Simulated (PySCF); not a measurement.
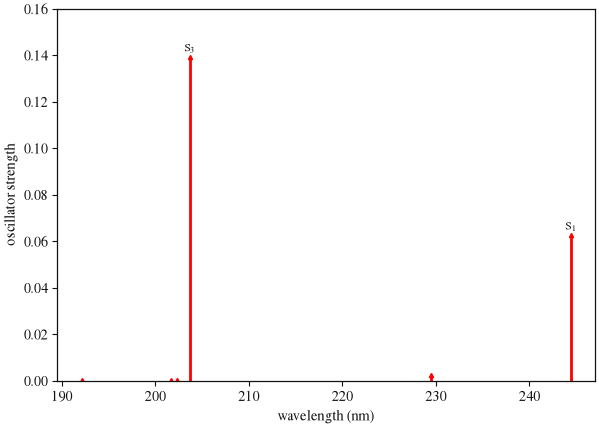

Vertical TDDFT excitations, PBE0/def2-SVPD with PySCF, at a GFN2-xTB geometry (no frequency check), gas phase. The lowest 6 singlet states are shown.

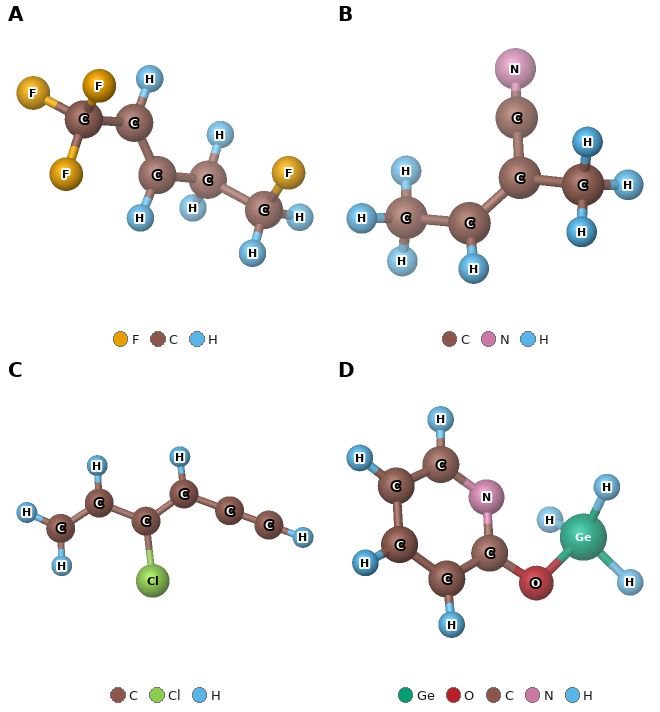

Question: Which molecule gives this spectrum? The candidates are drawn in the second picture.

Answer: Structure D, C₅H₇GeNO, SMILES [GeH3][O]c1ccccn1, singlet. Its lowest singlet lies at 5.07 eV (f = 0.063) and the brightest of those computed is S3 at 6.09 eV (204 nm), f = 0.139, mainly HOMO → LUMO+1 (83 %) (S4 and S5 lie within 0.06 eV, too close to order).

Caveats: the tight-binding geometry is rougher than a DFT one and adds to the error; one conformer of a flexible molecule; core orbitals are frozen in the response.
